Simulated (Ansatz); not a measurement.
## Amorphous C54Ti6

It comes from a melt-quench run on a machine-learned potential (CHGNet), relaxed afterwards by DFT. The hot cell started wider than the set density and was brought back towards it in steps. It is the lowest in DFT energy of 2 quenches. It is a model cell: composition and starting density were chosen by hand, and all elements were melted together. No dispersion term was used.

The numbers are results of PBE, scalar-relativistic without spin-orbit coupling (plane waves to 420 eV, PAW; Ansatz, a first-principles code), not measurements. Geometry, pressure, stress and energy are those of the PBE run. Its sampling: a 2×2×2 Γ-centred mesh; Fermi-Dirac width 0.05 eV; no spin polarisation. The levels at the Fermi energy are partly filled. A closed spacing in one fast-quenched cell at PBE doesn't show the material to be a metal.

| Property | Value |
|---|---|
| Number of atoms in the cell | 60 |
| Density (volume relaxed, without dispersion) | 2.39 g/cm^3 |
| Volume per atom | 10.85 Å³ |
| Pressure on a 2×2×2 Γ-centred mesh | 0.14 GPa |
| Largest force and stress component on that mesh (the relaxation ran on one k-point at (1/4, 1/4, 1/4)) | 0.29 eV/Å and 1.5 GPa |
| Gap on a 2×2×2 Γ-centred mesh (PBE) | within the smearing (under twice its width) |

Cut-offs for bonds: C-C 1.70 Å, C-Ti 2.84 Å, Ti-Ti 3.54 Å.

| Quantity | Value |
|---|---|
| Mean coordination of C | 3.46 (4 with 2, 26 with 3, 20 with 4, 3 with 5, 1 with 6) |
| Mean coordination of Ti | 10.17 (1 with 6, 1 with 10, 3 with 11, 1 with 12) |
| Mean C-C bond | 1.424 Å (spread 0.057 Å, 69 counted) |
| Mean C-Ti bond | 2.338 Å (spread 0.204 Å, 49 counted) |

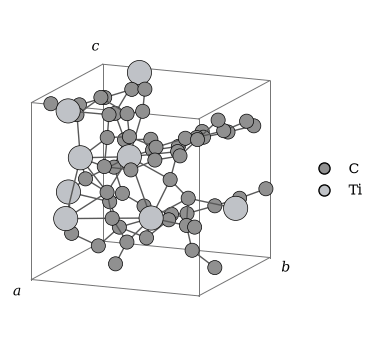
Fig. 1. The relaxed cell

Its density started from a set value of 2.30 g/cm³. The quench (nominally 660 K/ps over its main leg) was far faster than any real one, so the model tends to hold more defects than a real film. Values belong to this one cell and scatter from quench to quench. The volume was free in the relaxation, at fixed shape. Stress components on the final sampling reach 1.5 GPa. On a 2×2×2 Γ-centred mesh force components of up to 0.29 eV/Å stay, since the relaxation ran on one k-point at (1/4, 1/4, 1/4).
